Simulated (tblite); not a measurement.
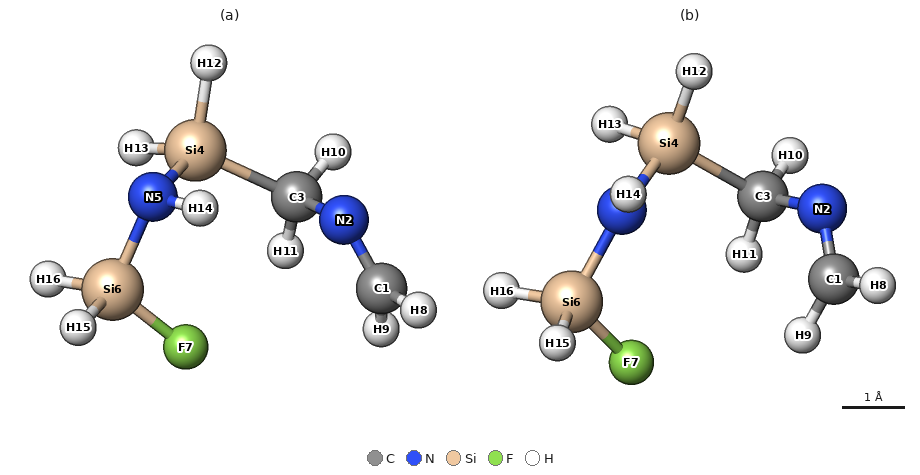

The structure of C2H9FN2Si2 before (left) and after (right) a relaxation, at one scale.

Style: ball-and-stick. Shown at a tilt.

These are results of GFN2-xTB geometry optimisation, gas phase (tblite 0.8.0), not measurements. 

Summarise the run.

The energy falls by 64.1 kJ/mol in 125 geometry steps. H9 moves most after the best rigid fit: 0.92 Å. By element the largest moves are H 0.92 Å, N 0.56 Å, F 0.47 Å, C 0.27 Å, Si 0.25 Å. Some distances before and after: Si4–Si6 2.774 → 3.123 Å, N2–C3 1.482 → 1.421 Å, C3–Si4 1.870 → 1.917 Å, Si4–N5 1.693 → 1.739 Å. Among the angles between lasting bonds that change: Si4–N5–Si6 109.9° → 129.0°, Si4–N5–H14 106.3° → 115.2°, Si6–N5–H14 107.2° → 115.7°. Groups turn about N2–C3 by about 35°, C3–Si4 by about 25°.
